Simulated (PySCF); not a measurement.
```
atom    x (Å)    y (Å)    z (Å)
   C  -1.2094   0.8222   1.7719
   C  -0.8557   0.2846   0.6169
   C  -1.5319  -0.8562  -0.1171
   C  -0.5633  -0.9554  -1.2863
   O  -0.5772  -1.7224  -2.2095
  Si   0.5217   0.5389  -0.6711
   C   2.3137   0.0989  -0.1387
   F   2.9092   1.2008   0.4424
   H  -0.6540   1.6341   2.2100
   H  -2.0666   0.4746   2.3297
   H  -1.5949  -1.7828   0.4553
   H  -2.5395  -0.6144  -0.4592
   H   0.5425   1.7643  -1.4651
   H   2.9427  -0.1764  -0.9894
   H   2.3584  -0.7028   0.6034
```

Geometry: GFN2-xTB.

Theory: PBE0/pcSseg-1, SCF density, gas phase, non-relativistic in PySCF 2.14.0.

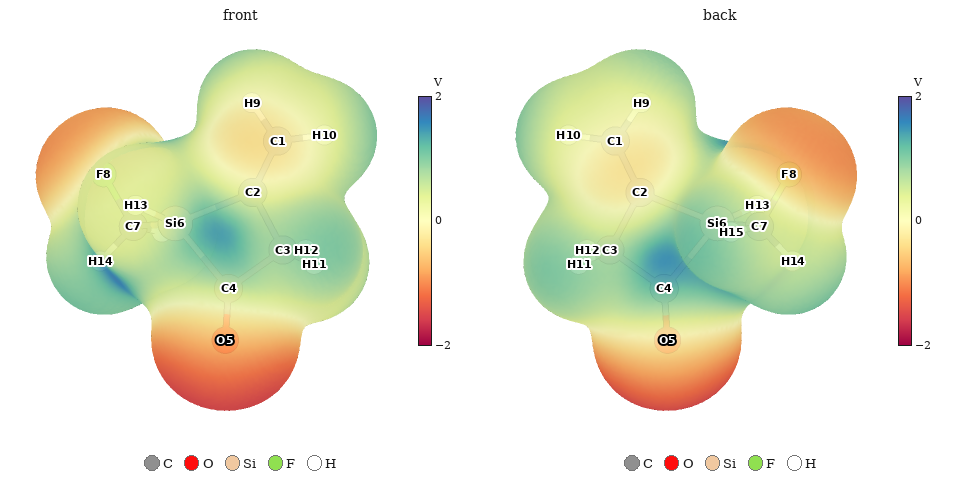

C$_{5}$H$_{7}$FOSi. The electrostatic potential painted on the density surface at 0.002 e/bohr³, seen from the front and from behind; the colour scale runs from red (negative) to blue (positive).

### Which sites attract a positive test charge, and which a negative one?

A positive charge is drawn to the negative regions and a negative charge to the positive ones. The most negative region (about −1.5 V, or −35 kcal/mol for a unit charge) lies over O5, the most positive (about +1.5 V, or +35 kcal/mol for a unit charge) over Si6. O5 is the likeliest acceptor of a hydrogen bond.

### How polar is the molecule by this calculation?

Its dipole moment is 1.77 D.
